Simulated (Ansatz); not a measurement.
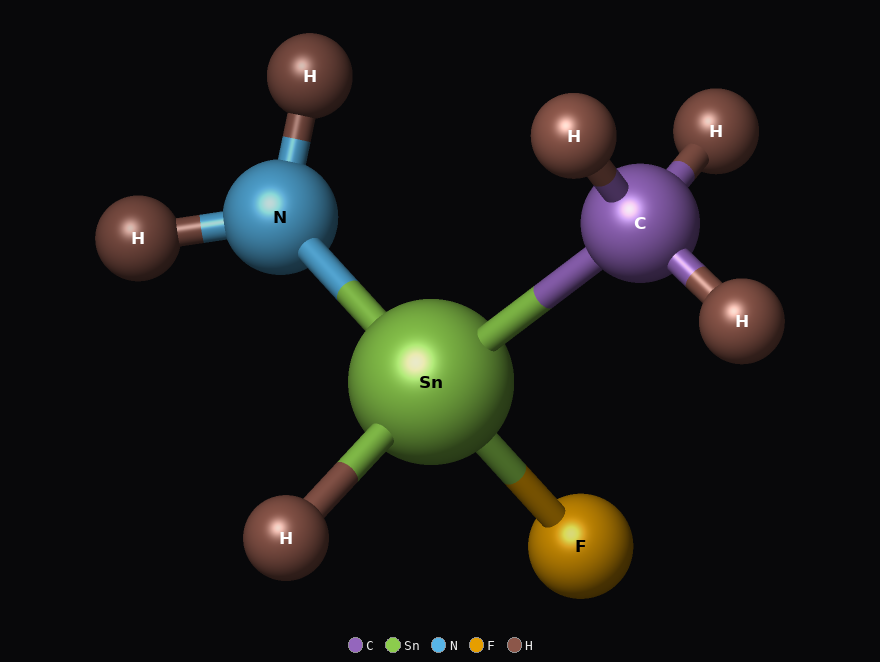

A ball-and-stick model of a molecule.

Count the atoms of each element.

CH₆FNSn, 10 atoms: 1 carbon, 6 hydrogen, 1 fluorine, 1 nitrogen and 1 tin.

How many bonds of each kind are drawn?

3 C–H, 2 N–H, 1 C–Sn, 1 N–Sn, 1 F–Sn, 1 Sn–H.

Give the symmetry (Schoenflies symbol).

C1.

How many atoms are distinct by symmetry?

10: 1 C, 1 Sn, 1 N, 1 F, 1 H, 1 H, 1 H, 1 H, 1 H, 1 H.

More results for the same structure follow; atom numbers are the same in all pictures, views and colours differ. Computed geometry: PBE0-D4/def2-TZVP optimisation.

### Shape

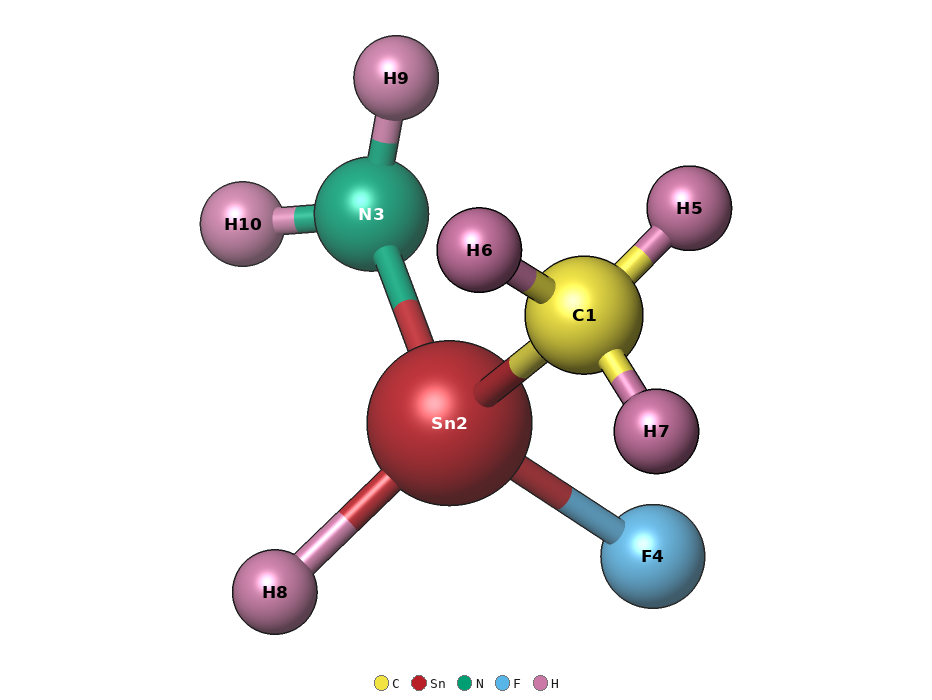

Describe the coordination of atom 2.

Sn2 has 4 neighbours (C1 at 2.12, N3 at 2.00, F4 at 1.93, H8 at 1.70 Å); the arrangement is tetrahedral.

How are the neighbours of atom 1 arranged?

C1 has 4 neighbours (Sn2 at 2.12, H5 at 1.09, H6 at 1.09, H7 at 1.09 Å); the arrangement is tetrahedral.

### Vibrations

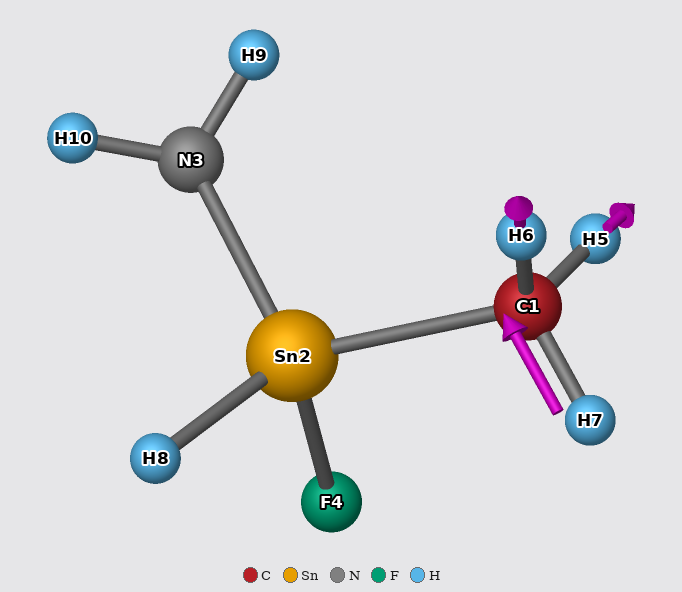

The arrows show one normal mode. Harmonic vibrations computed with RKS PBE0-D4/def2-TZVP, core potentials on Sn (Ansatz 0.2.0) at a stationary point of the same level.

What kind of motion is it?

Mostly out-of-phase stretching of 2 C–H bonds.

At what wavenumber does it lie?

3174 cm⁻¹; it is mode 22 of 24 counted from the lowest.

### Levels of theory compared

Program: Ansatz 0.2.0.

Tabulate dipole (D), HOMO energy (eV) at these levels: B3LYP-D4/def2-TZVPP; PBE-D4/def2-TZVPP; r2SCAN-D4/def2-TZVPP; ωB97M-V/def2-TZVPP.

```csv
level,dipole (D),HOMO energy (eV)
B3LYP-D4/def2-TZVPP,3.95,−7.20
PBE-D4/def2-TZVPP,3.79,−6.02
r2SCAN-D4/def2-TZVPP,3.89,−6.32
ωB97M-V/def2-TZVPP,3.97,−9.84
```

### Charges

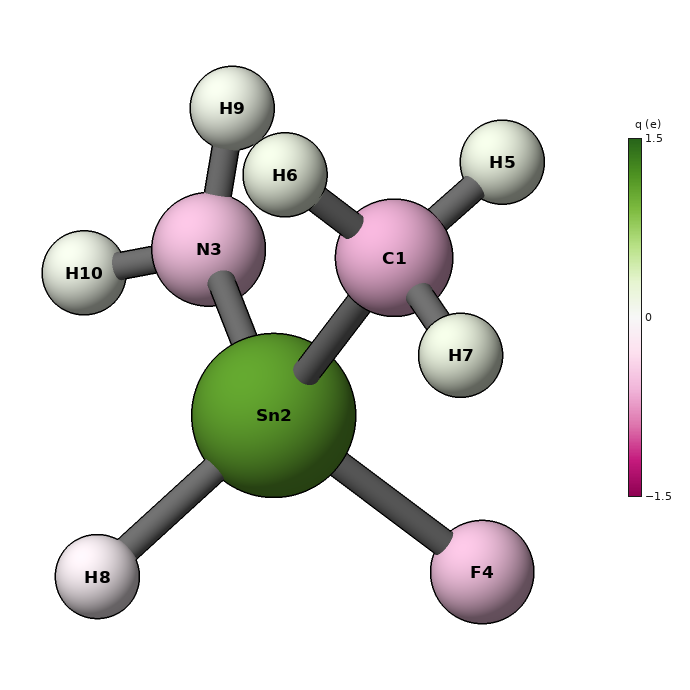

Atoms are coloured by their Mulliken charges. Level of theory: RKS ωB97M-V/def2-TZVPP, core potentials on Sn (Ansatz 0.2.0).

List the Mulliken charges.

```json
{"atom": "C1", "value (e)": "−0.62"}
{"atom": "Sn2", "value (e)": "1.07"}
{"atom": "N3", "value (e)": "−0.52"}
{"atom": "F4", "value (e)": "−0.51"}
{"atom": "H5", "value (e)": "0.15"}
{"atom": "H6", "value (e)": "0.14"}
{"atom": "H7", "value (e)": "0.15"}
{"atom": "H8", "value (e)": "−0.10"}
{"atom": "H9", "value (e)": "0.11"}
{"atom": "H10", "value (e)": "0.12"}
```

Mulliken values depend strongly on the basis set and can even reverse the polarity of a bond.
